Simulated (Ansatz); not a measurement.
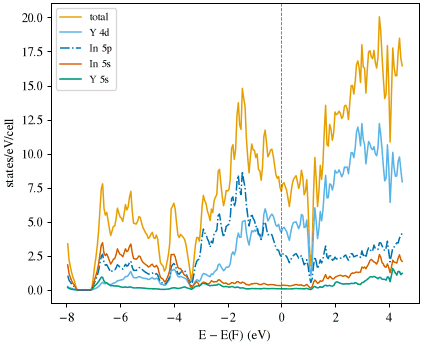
Figure. Total and projected density of states of Y₃In₅ in space group Cmcm (No. 63; Pearson symbol oS32), the program Ansatz at the r²SCAN level (PAW)

Q: Which orbitals carry the states next to the Fermi level?

A: Within 0.5 eV of the Fermi level: Y 4d 57 %, In 5p 36 %. Projections are on Löwdin-orthogonalised atomic valence shells; empty p or d shells of many metals are not among them.

Q: Where is the tallest occupied peak in this window, and what makes it?

A: Near -1.4 eV, about 15 states/eV per cell; the largest projected share is In 5p.

The first step of the workflow began from a Materials Project structure, measured or hypothetical; the Crystallography Open Database copy checked does not list it. Its standing as an ambient phase is unchecked. The r²SCAN relaxation kept the symmetry of its start; its stability against distortions is not shown here. No spin polarisation was allowed. Scalar-relativistic: spin–orbit coupling is off unless named, which matters more the heavier the elements.

Potentials: the later of the program's two PAW sets.
